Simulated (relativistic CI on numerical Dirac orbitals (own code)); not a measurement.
Run report: Tm²⁺, relativistic CI calculation

System: Tm²⁺.
Method: Dirac-Coulomb-Breit CI, KLI orbitals optimised for each configuration, model QED (radiative potential, 1s self-energy scaled to tabulated hydrogen-like ionisation energies), valence Slater integrals scaled by 0.7, one configuration in a parametric crystal field (relativistic CI on numerical Dirac orbitals, in-house).

### Input file
```
atom Tm  Z=69  charge=2  electrons=67
nucleus A=169  rms_radius_fm=5.2256
hamiltonian dirac-coulomb  breit=on  qed=on  c_scale=1
orbitals kli  potential=per-configuration
slater_scale 0.7
correlation none
mixing on
configurations
  [Xe] 4f13
end
crystal_field C2v B20=160 B22=-170 B40=-590 B42=190 B44=10 B60=-310 B62=20 B64=300 B66=-180
```

The program writes its results to a structured record and prints no log; tables and figures of this report are taken from that record.

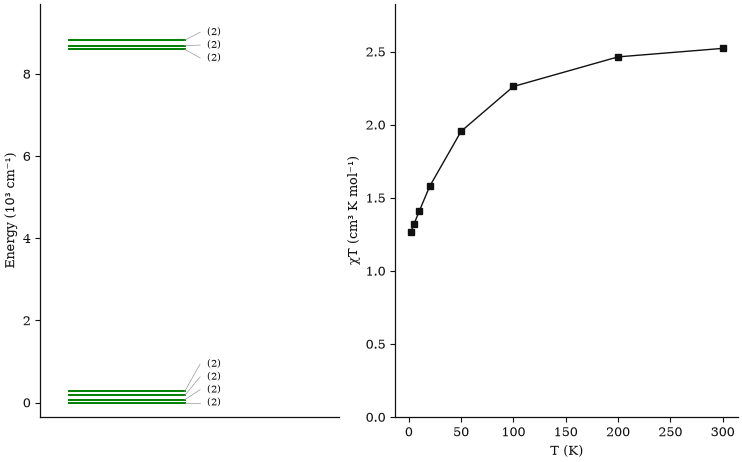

Fig. 1: Tm²⁺ (4f¹³) in a field of C2v symmetry with B20 = 160, B22 = −170, B40 = −590, B42 = 190, B44 = 10, B60 = −310, B62 = 20, B64 = 300, B66 = −180 cm⁻¹ (Wybourne parameters). Labels give the double-group representation and, in brackets, the degeneracy; the lowest 7 of 7 levels are drawn. One open-shell configuration in a parametric field without covalency; powder susceptibility by Van Vleck's formula. The ground level is a Kramers doublet, with total spin S = 0.50 and J = 3.50 (from expectation values); its principal g values, for an effective spin of 1/2, are 0.23, 1.44 and 6.11. The next level lies at 68 cm⁻¹. The field lowers the ground state by 130 cm⁻¹ against the free ion. χT is 1.27 cm³ K mol⁻¹ at 2 K, 1.95 at 50 K and 2.52 at 300 K, an effective moment of 4.49 μB at room temperature.

### Key numbers

| quantity | value |
| --- | --- |
| outcome | converged |
| levels computed | 7 |
| hardware | 1 CPU thread, shared host |

### Remarks

Caveats: the configuration is the one typed, which at low charge need not be the free ion's ground configuration.
